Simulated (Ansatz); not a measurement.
F$_{2}$H$_{2}$W···H$_{2}$···H$_{2}$

```csv
atom,x (Å),y (Å),z (Å)
W,-0.4592,0.4217,-0.4131
H,1.2155,0.5137,3.8407
H,1.0950,-0.9001,-1.5645
H,-1.5707,1.2145,0.5749
F,-1.6645,-0.2871,-1.6114
H,-0.2746,-0.8492,0.6635
H,1.0316,-0.3425,-2.0723
F,1.0052,1.4626,-0.0068
H,1.6497,1.0145,3.4958
```

Core potentials replace the inner electrons of W.

All numbers below come from Ansatz, RHF/def2-SVP.

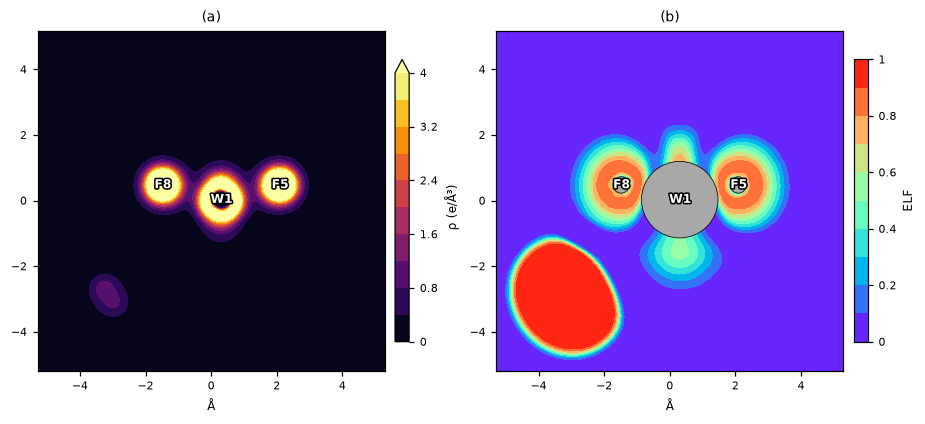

Figure 1. (a) electron density; (b) ELF on the plane of atoms F5, W1 and F8. Grey discs cover the atomic cores in the ELF map.

> What does the map show?

The plane passes through W and F nuclei. W–F (1.84 Å): the density is about 1 e/Å³ at the midpoint; the ELF peaks at about 0.85 in the valence shell of F, 0.5 Å from its nucleus, and drops to about 0.20 between the two atoms.

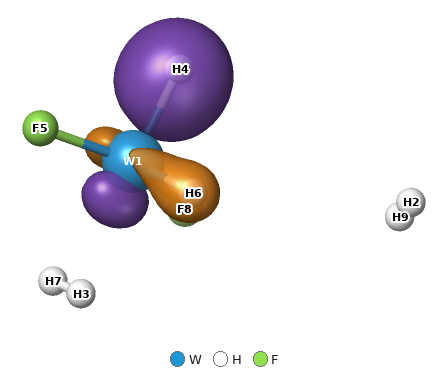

Figure 2. The HOMO−1 at ±0.2 Å⁻³ᐟ² (orange and purple are the two phases), seen at a tilt.

> What is the character of this orbital?

It lies mainly on W1 (about 45 %), H4 (about 40 %) and H6 (about 10 %). Its energy is −12.64 eV.
